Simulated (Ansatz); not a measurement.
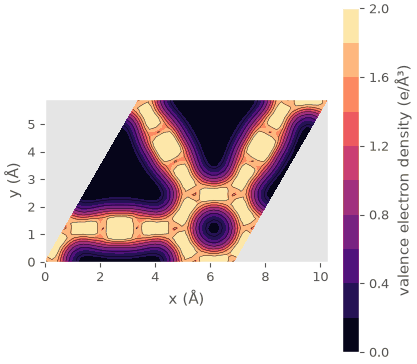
Valence electron density (e/Å³), cut off at 2 on a lattice plane, DFT-r²SCAN+D4 in the program Ansatz with PAW potentials

Which compound is it?
A. TeW, P6_3/m (W on 6h, Te on 6h)
B. Zr, hcp (Mg type)
C. C, R-3m (C on 18f, C on 18f)
D. Ca, fcc (Cu type)

C, C, R-3m (C on 18f, C on 18f). Atoms in the plane, in fractions of its two edges: C at (0.00, 0.00), C at (0.20, 0.80), C at (0.00, 0.21), C at (0.20, 0.21), C at (0.79, 0.41), C at (0.79, 0.62), C at (0.59, 0.41), C at (0.38, 0.62), C at (0.59, 0.21), C at (0.38, 0.21).

The density is the valence pseudo-density with augmentation charge, so density and ELF within about 1 Å of a nucleus are not all-electron values.

The start of the workflow was typed in or built on a structure type; the Crystallography Open Database files this formula in space group No. 166, but the cells were not matched. It is not the phase usual at ambient conditions (space group No. 194, 227). The cell was relaxed with r²SCAN+D4 under the symmetry of its start; whether a distortion lowers the energy is not shown.

Potentials: the earlier of the program's two PAW sets.
